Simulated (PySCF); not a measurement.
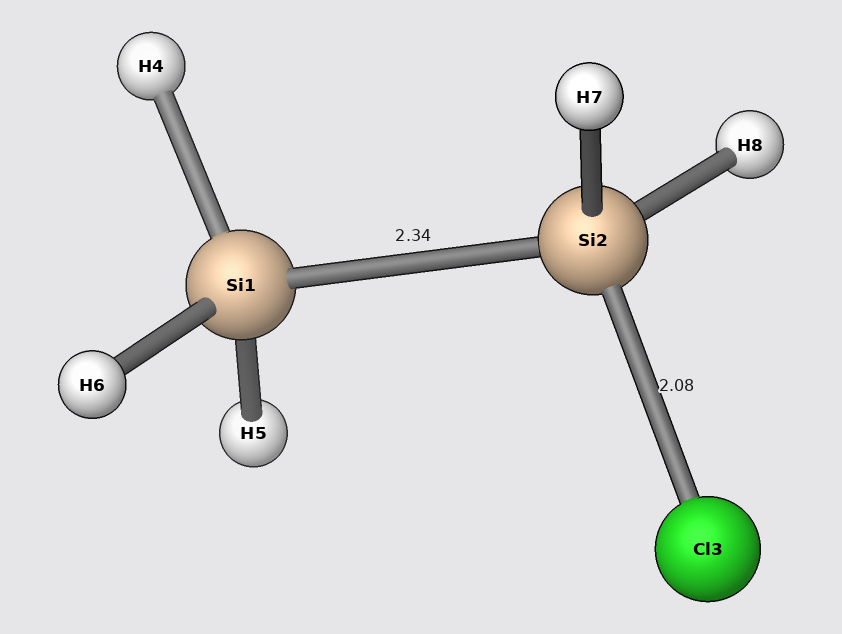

Bond lengths are marked in Å; every bond is drawn as one stick. The geometry was computed by an optimisation with PBE0-D3(BJ)/def2-SVP. No frequency run is at hand to confirm it as a minimum.

Question: Which of the marked bonds are single, double, triple or aromatic?

Answer: Si1–Si2 single; Si2–Cl3 single.

Question: Give the structure as SMILES.

Answer: [SiH3][SiH2]Cl
